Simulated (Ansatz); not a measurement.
# BCl₂H₃OSi (SMILES ClBO[SiH2]Cl): what the fields show

```xyz
8

B     0.7909   -0.0819    0.6838
Cl    0.9679    1.3307    1.7316
Cl   -2.1698    1.9291   -0.5281
O     0.2238    0.0344   -0.5274
Si   -0.4118    1.3201   -1.3973
H     1.1934   -1.1462    1.0744
H    -0.7014    0.7912   -2.7488
H     0.5506    2.4482   -1.4101
```

Geometry: PBE0-D4/def2-SVP.

All numbers below come from isolated molecule in a Gaussian basis; Kohn-Sham density functional theory, functional PBE0 (Ansatz 0.2.0).

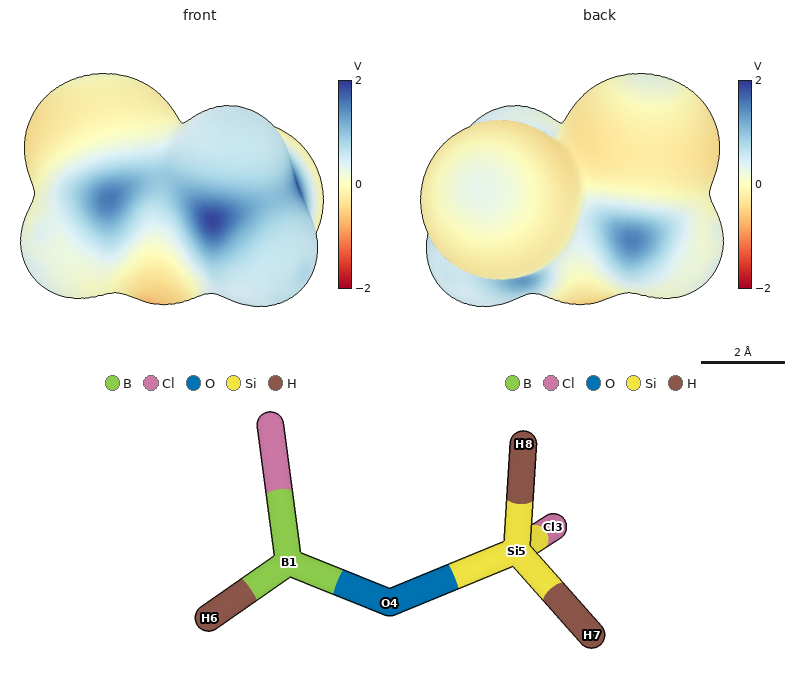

Figure 1. The electrostatic potential painted on the density surface at 0.002 e/bohr³, seen from the front and from behind; the colour scale runs from red (negative) to blue (positive). The bare structure is drawn below in the same view.

Which sites attract a positive test charge, and which a negative one?

Answer. A positive charge is drawn to the negative regions and a negative charge to the positive ones. The most negative region (about −0.5 V, or −12 kcal/mol for a unit charge) lies over O4, the most positive (about +1.7 V, or +39 kcal/mol for a unit charge) over Si5. Cl2 shows a σ-hole: about +0.3 V at the tip opposite its bond, against about −0.1 V on its flanks. Cl3 shows a σ-hole: about +0.3 V, or +7 kcal/mol for a unit charge at the tip opposite its bond, against about −0.2 V on its flanks.

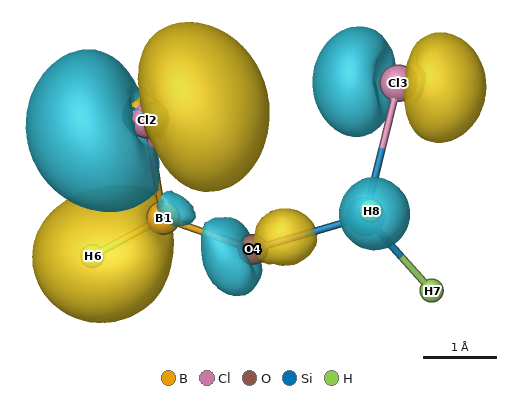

Figure 2. The HOMO at ±0.1 Å⁻³ᐟ² (yellow and cyan are the two phases), seen at a tilt.

Where does this orbital lie, and at what energy?

Answer. By Hirshfeld shares it lies mainly on Cl2 (about 60 %), H6 (about 10 %), B1 (about 10 %) and Cl3 (about 10 %). Its energy is −9.12 eV.

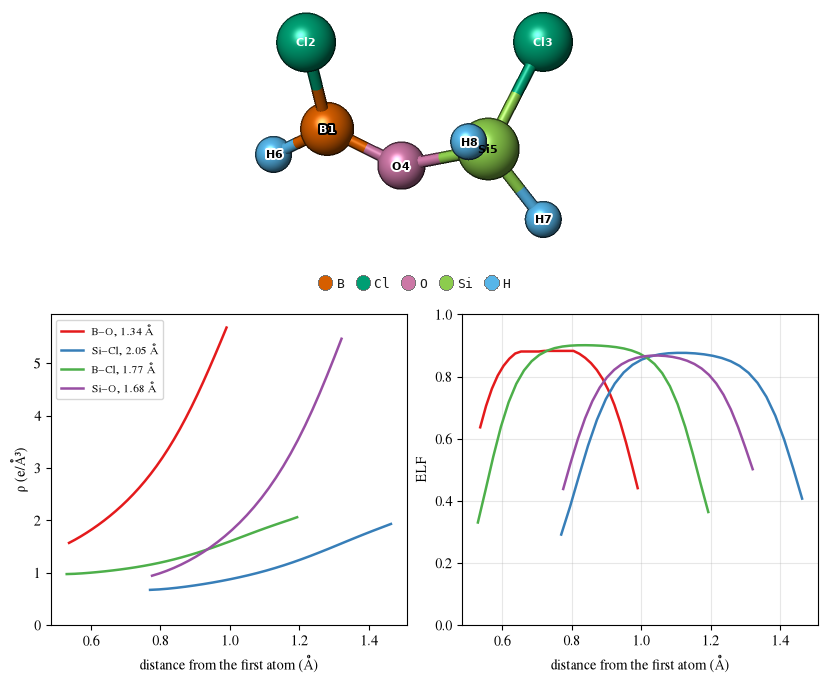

Figure 3. Electron density and electron localisation function along straight lines between neighbouring atoms. The curves leave out the atomic cores. The structure is drawn too.

What kind of bonding do the profiles show?

Answer. B–O (1.34 Å): the density is about 2.2 e/Å³ at the midpoint; the ELF peaks at about 0.90 between the atoms: a polar covalent bond.
Si–Cl (2.05 Å): ρ is about 0.91 e/Å³ halfway; the ELF peaks at about 0.90 between the atoms, as expected for a shared but strongly polarised pair.
B–Cl (1.77 Å): ρ is about 1.3 e/Å³ halfway; the ELF peaks at about 0.90 between the atoms (a shared but strongly polarised pair).
Si–O (1.68 Å): the density is about 1.1 e/Å³ at the midpoint; the ELF peaks at about 0.85 between the atoms; a shared but strongly polarised pair.
